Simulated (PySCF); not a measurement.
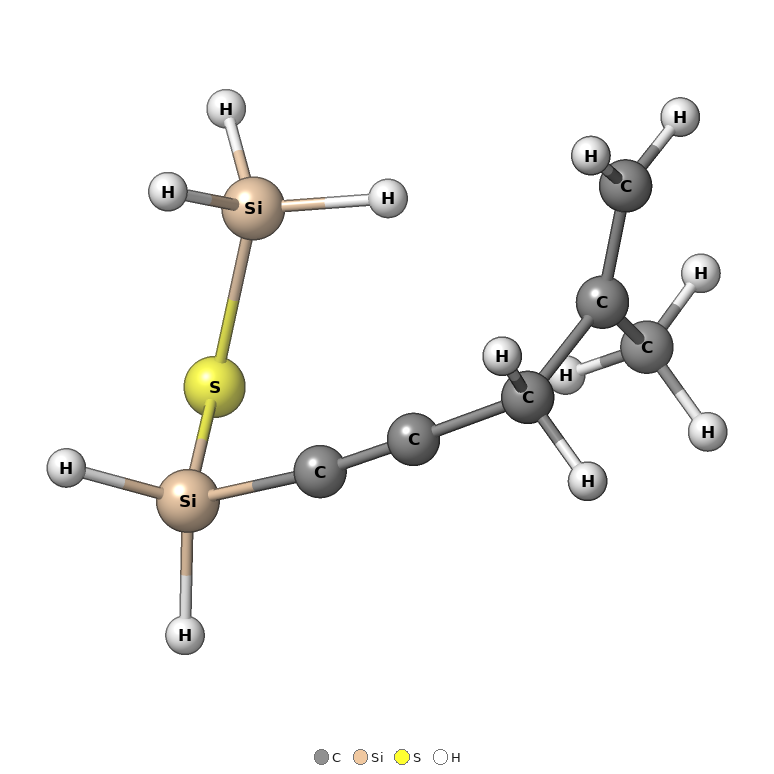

Ball-and-stick drawing of a structure.

The geometry was computed by an optimisation with PBE0-D3(BJ)/def2-SVP. No frequency run is at hand to confirm it as a minimum.

**Give the formula.**

C6H12SSi2, 21 atoms: 6 carbon, 12 hydrogen, 1 sulfur and 2 silicon.

**How many bonds of each kind are drawn?**

7 C–H, 5 C–C, 5 Si–H, 2 S–Si, 1 C–Si.

**Give the symmetry (Schoenflies symbol).**

C1.

**Name functional groups in it.**

Among them: alkene, alkyne, Si–H bond.

**Describe its rings.**

It has no ring.

The parts below concern this one geometry. Atoms keep their numbers from picture to picture.

### Shape

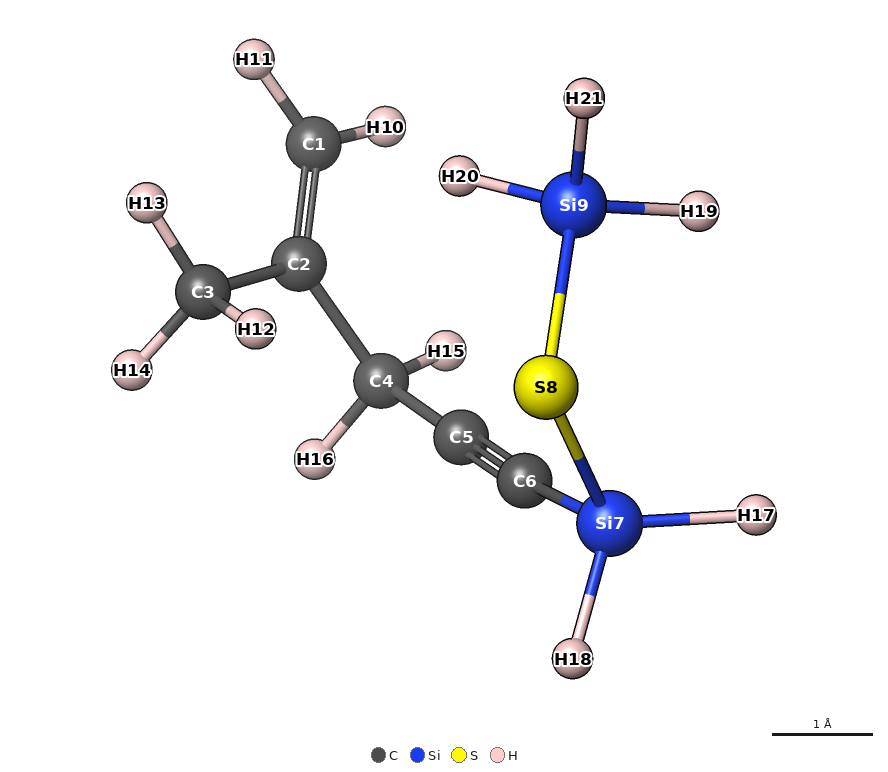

Atoms carry their numbers in the input. No frequency run is at hand to confirm it as a minimum.

Which atoms are bonded, and how long are the bonds? Leave out bonds to hydrogen.

```tsv
bond	length (Å)	order
C1–C2	1.336	double
C2–C3	1.497	single
C2–C4	1.517	single
C4–C5	1.456	single
C5–C6	1.220	triple
C6–Si7	1.821	single
Si7–S8	2.152	single
S8–Si9	2.155	single
```

### NMR shielding

The questions are on isotropic NMR shieldings of the C atoms. No frequency run is at hand to confirm it as a minimum. Properties computed with GIAO PBE0/pcSseg-1 NMR shielding, non-relativistic, IEF-PCM chloroform (PySCF 2.14.0).

List the isotropic NMR shieldings of the C atoms.

```csv
atom,σ (ppm)
C1,62.5
C2,33.7
C3,161.1
C4,152.7
C5,59.9
C6,102.8
```

### Excitation

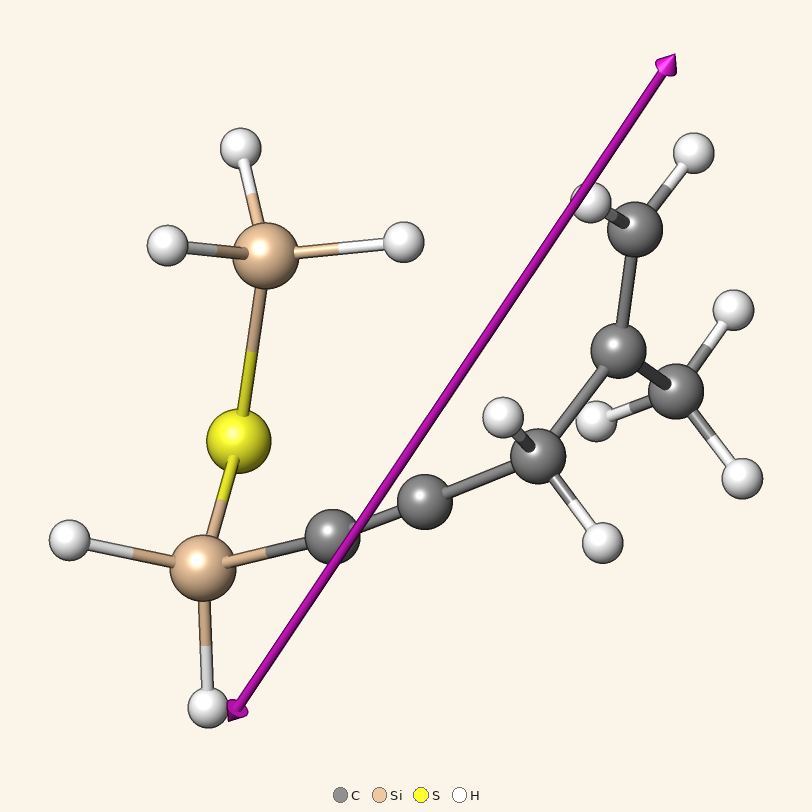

The double arrow shows the direction of the transition dipole to excited singlet state 7 (its length means nothing). No frequency run is at hand to confirm it as a minimum. Properties computed with TDDFT CAM-B3LYP/def2-SVPD, vertical, gas phase, core orbitals frozen in the response (PySCF 2.14.0).

**Where does the transition lie, and how strong is it?**

6.78 eV (183 nm), oscillator strength 0.18, mainly HOMO−1 → LUMO (weight 0.62); transition dipole 2.63 D.

### Polarisability

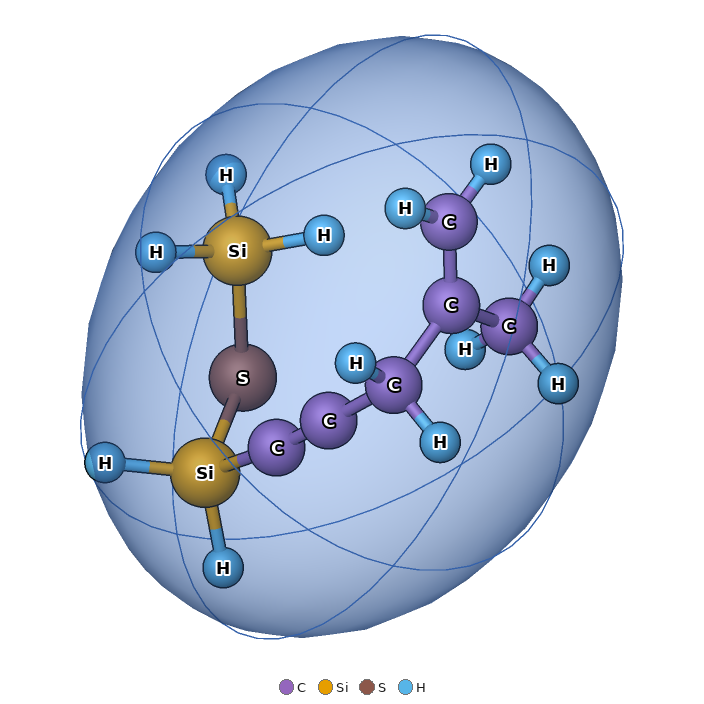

The ellipsoid shows the static dipole polarisability: its half-axes are proportional to the principal values. No frequency run is at hand to confirm it as a minimum. Method: CAM-B3LYP/def2-SVPD (PySCF 2.14.0).

**Give the principal values, the mean and the anisotropy.**

Principal values 120.5, 140.9, 175.2 bohr³; mean 145.5 bohr³ (21.57 Å³); anisotropy 47.9 bohr³, so the longest axis is 1.45 times the shortest.
